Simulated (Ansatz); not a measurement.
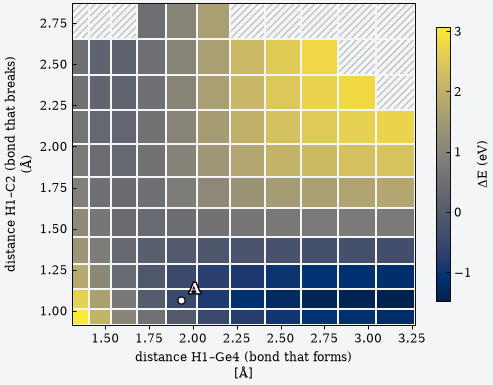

The reacting system C2H5Ge (fragments C₂H₂ + GeH₃ where the first distance is long, GeH₄ + C₂H where the second is long), spin multiplicity 2. Coordinates scanned: (1) distance H1–Ge4 (bond that forms); (2) distance H1–C2 (bond that breaks). Relaxed at each point: all other coordinates. The grid has 11 × 11 points. At 11 points there is no value. Points are written as (first, second). All energies are given in eV relative to a guessed transition structure relaxed with its forming and breaking bonds held. Energies and slopes of some neighbouring points disagree (a jump in structure or state, or too coarse a mesh). In part of the range the unrestricted reference is strongly spin-contaminated. These are results of Ansatz, UHF/def2-SVP, not measurements.

The picture shows one coloured cell a grid point, hatched blanks where no value was computed, the point A.

Which way does the force act at A, and how strong is it?

Answer. A, at (1.932 Å, 1.064 Å), is not a stationary point. The computed force is 2.4 eV for each Å towards larger values of the first coordinate and 1.9 eV for each Å towards larger values of the second coordinate.
